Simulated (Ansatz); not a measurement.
GaPH$_{6}$: several calculations on one system

**1. Relaxation**

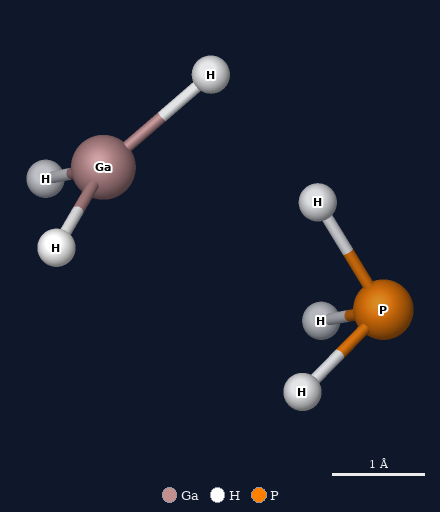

Starting structure of GaPH6. Style: ball-and-stick. Shown from a free direction.

The run prepares an end point of a later path (reaction) calculation, from a guessed geometry.

Theory: RKS PBE0/def2-SVP in Ansatz.

Input file:
```yaml
crystal:
  periodic: [false, false, false]
  atoms:
    - { symbol: Ga, position_ang: [0.00493, 0.21282, 0.012381] }
    - { symbol: H, position_ang: [-0.066378, 0.292562, 1.579511] }
    - { symbol: H, position_ang: [1.402659, 0.25821, -0.700621] }
    - { symbol: H, position_ang: [-1.32215, 0.075944, -0.814318] }
    - { symbol: P, position_ang: [0.159817, -2.988864, 1.382681] }
    - { symbol: H, position_ang: [-0.645975, -3.002405, 0.202591] }
    - { symbol: H, position_ang: [1.383355, -2.87955, 0.653919] }
    - { symbol: H, position_ang: [0.033042, -1.577918, 1.587257] }
basis:
  gaussian: { orbitals: def2-SVP }
hamiltonian:
  xc: pbe0
relax:
  f_tol: 0.03
  max_steps: 50
```

Run as
```bash
ansatz run input.yaml --threads 1 --pin off --max-ram 2048MiB --backend cpu --events-out ev --progress --plain --runs-dir out
```

Q: Predict the outcome.

A: H2 moves most after the best rigid fit: 0.48 Å. By element the largest moves are H 0.48 Å, P 0.20 Å, Ga 0.13 Å. Near-neighbour distances that change, for instance: Ga1–P5 3.486 → 3.341 Å, P5–H8 1.431 → 1.435 Å. After 6 geometry steps the energy has fallen by 11.8 kJ/mol. The largest force component goes from 0.39 to 0.0053 eV/Å. Cost: 24 s on 1 thread of Arm Neoverse V1, on a shared host, peak memory 0.16 GiB.

The structure at the end:

```xyz
8

Ga    0.0242    0.1132    0.0952
H    -0.0777    0.7642    1.5239
H     1.4297   -0.0520   -0.5879
H    -1.2882   -0.2177   -0.7037
P     0.1926   -3.0371    1.1962
H    -0.6695   -2.7981    0.0834
H     1.3724   -2.6303    0.5038
H    -0.0343   -1.7513    1.7925
```

The end point in the same view:

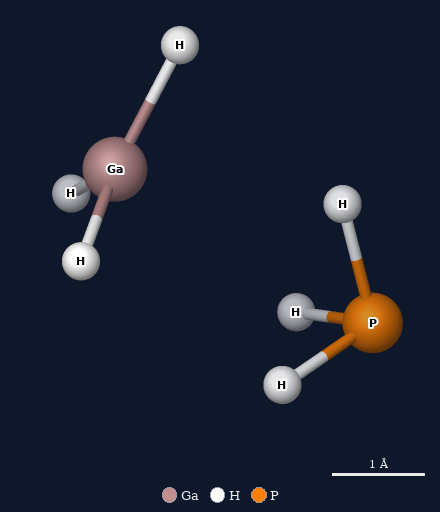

**2. Relaxation**

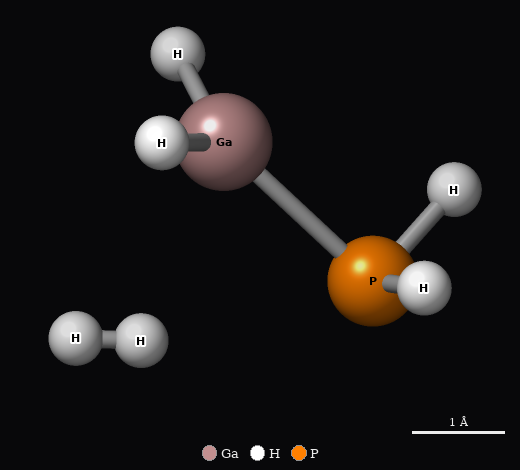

This is the input geometry for a relaxation of GaPH$_{6}$. A ball-and-stick model, seen face on.

The run prepares an end point of a later path (reaction) calculation, from a guessed geometry.

The calculation used RKS PBE0/def2-SVP (Ansatz).

Input file:
```yaml
crystal:
  periodic: [false, false, false]
  atoms:
    - { symbol: Ga, position_ang: [0.062862, -0.634528, -0.295404] }
    - { symbol: H, position_ang: [0.019311, 0.307564, 2.309358] }
    - { symbol: H, position_ang: [1.3798, 0.188569, -0.498422] }
    - { symbol: H, position_ang: [-1.333509, -0.058651, -0.727077] }
    - { symbol: P, position_ang: [0.091003, -2.648912, 0.811653] }
    - { symbol: H, position_ang: [-0.630191, -3.320424, -0.22009] }
    - { symbol: H, position_ang: [1.381449, -3.04635, 0.36305] }
    - { symbol: H, position_ang: [-0.021424, -0.396468, 2.160332] }
basis:
  gaussian: { orbitals: def2-SVP }
hamiltonian:
  xc: pbe0
relax:
  f_tol: 0.03
  max_steps: 50
```

Command:
```bash
ansatz run input.yaml --threads 1 --pin off --max-ram 2048MiB --backend cpu --events-out ev --progress --plain --runs-dir out
```

Where does the relaxation end?

Answer. The largest move after the best rigid fit is that of H2, 0.45 Å. Largest moves by element: H 0.45 Å, P 0.27 Å, Ga 0.23 Å. Some distances before and after: H2–H8 0.721 → 0.766 Å, Ga1–P5 2.299 → 2.327 Å, P5–H7 1.423 → 1.427 Å. Over 7 geometry steps the energy falls by 3.22 kcal/mol. The largest force component goes from 1.8 to 0.015 eV/Å. Cost: 25 s on 1 thread of Arm Neoverse V1, with other jobs on the host, peak memory 0.16 GiB.

The structure at the end:

```xyz
8

Ga    0.1086   -0.6917   -0.0777
H    -0.0250    0.5980    1.9715
H     1.4301    0.1403   -0.2394
H    -1.2893   -0.0980   -0.4780
P     0.2253   -2.8716    0.7284
H    -0.6806   -3.3961   -0.2423
H     1.4017   -3.2020   -0.0096
H    -0.2214   -0.0880    2.2506
```

The end point in the same view:

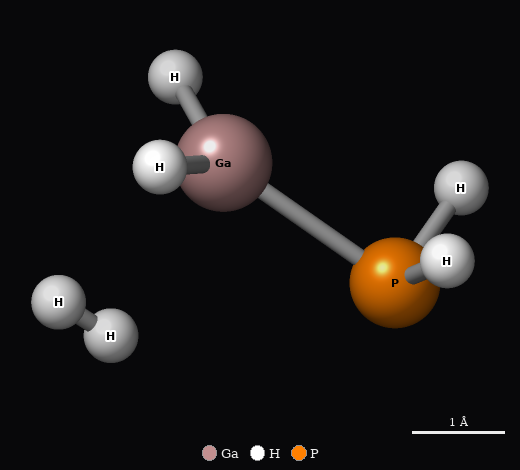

Limits of the set-up: the start holds two separate molecules, 2.5 Å apart at their closest, whose relative position is a soft coordinate and is computed without a dispersion correction.

**3. Path**

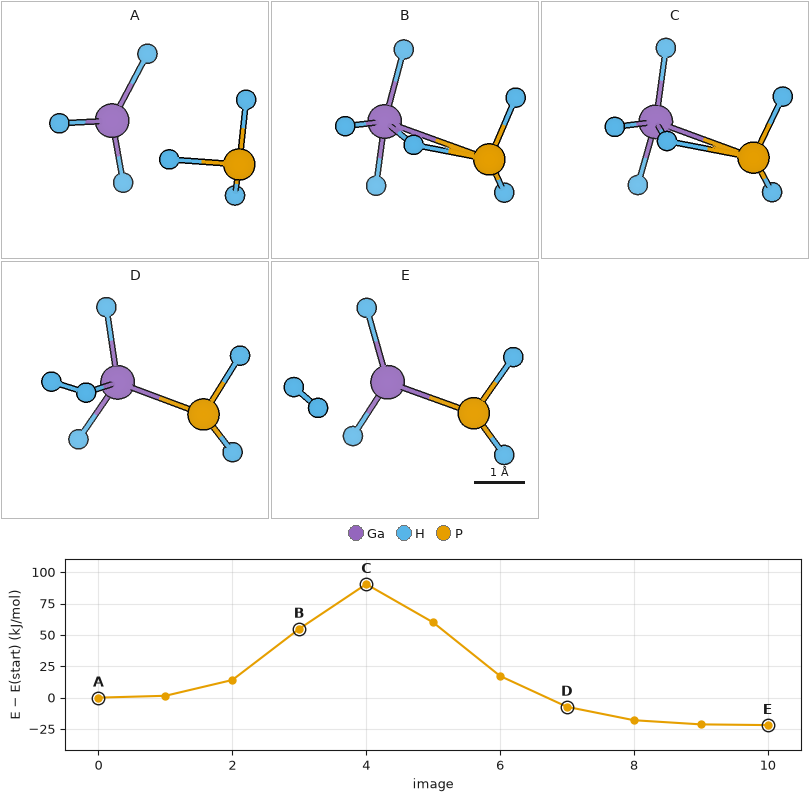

A nudged-elastic-band calculation for GaPH$_{6}$, made up at the start of GaH$_{3}$ and PH₃. Images are numbered from 0 (start) to 10 (end). Frames A to E are images 0, 3, 4, 7, 10. A ball-and-stick model, seen at a tilt.

These are results of RKS PBE0/def2-SVP in Ansatz, not measurements. Set-up: 9 movable images; climbing image; force threshold 0.05 eV/Å; iteration limit 51; starting path through a guess of the saddle point.

Question: Read off the barrier and say what moves.

Answer: The energy climbs by 90.4 kJ/mol to image 4 and then falls by 112.3 kJ/mol, so the end point sits at −21.9 kJ/mol. Breaking: Ga–H (1.57 → 2.42 Å), H–P (1.44 → 3.20 Å). Forming: Ga–P (3.34 → 2.33 Å), H–H (2.53 → 0.77 Å). The band is converged. At the top, the vibrational analysis gives one imaginary mode (1176i cm⁻¹), as a transition state must have.

Limits of the set-up: the start holds two separate molecules, 2.5 Å apart at their closest, whose relative position is a soft coordinate and is computed without a dispersion correction.

Cost: 3.7 min on 1 thread of Arm Neoverse V1 (shared host), peak memory 0.16 GiB.
